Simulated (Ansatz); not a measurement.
The relaxed structure here is a generated cell of K: the first start was made by a random draw of sites in a space group, and the end was not matched to a known phase here, so it may be hypothetical. Known forms of K include space group No. 229.

The end point of a relaxation of K. Space group Pm-3m (No. 221), simple cubic type. Level of theory: r2SCAN (plane waves to 500 eV, PAW, scalar-relativistic; Ansatz, a program for electronic structure).

```xyz
1
Lattice="4.3026 0.0000 0.0000 0.0000 4.3026 0.0000 0.0000 0.0000 4.3026" Properties=species:S:1:pos:R:3 pbc="T T T"
K      0.0000     0.0000     0.0000
```

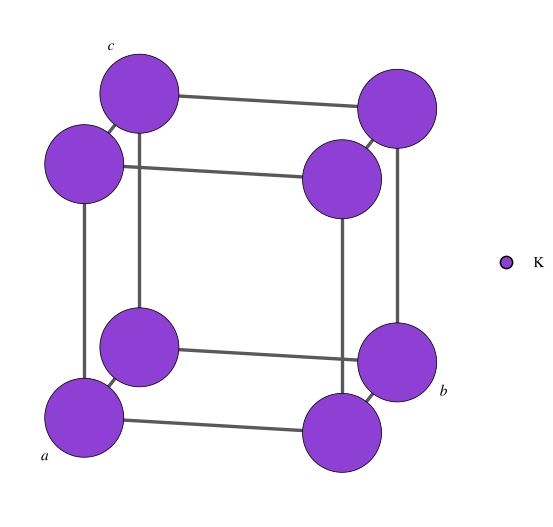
The conventional cell of the relaxed structure

```json
{
 "volume_per_atom": "79.65 Å³",
 "density": "0.82 g/cm³",
 "band_gap": "no gap (metallic)",
 "shortest_distances": "",
 "k-mesh": "11×11×11"
}
```

Band energies at high-symmetry points (eV from the Fermi level; labels of this space group; no spin-orbit coupling), from −5 eV up to 2.0 eV:

```csv
point,energies
Γ,-2.18
X,0.08 0.13
M,1.16
R,–
```

No spin polarisation in the result.

The run could not lose the symmetry of its start, so the end can be a saddle point.
